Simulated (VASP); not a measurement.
Band structure of Co (hcp). Method: SCAN meta-GGA, VASP's PBE PAW potentials (set 64) (plane waves; VASP).

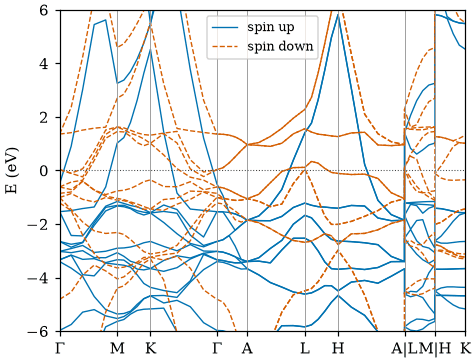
*Bands along high-symmetry lines, zero at the valence-band maximum or, without a gap, the Fermi level*

Problem. Read the plot: is there a gap, and where are the band edges?

Solution. It has no gap at this level: it comes out as a metal or semimetal.

The compound is Co in the hcp structure. It was relaxed first, which changed the volume by -6 %.
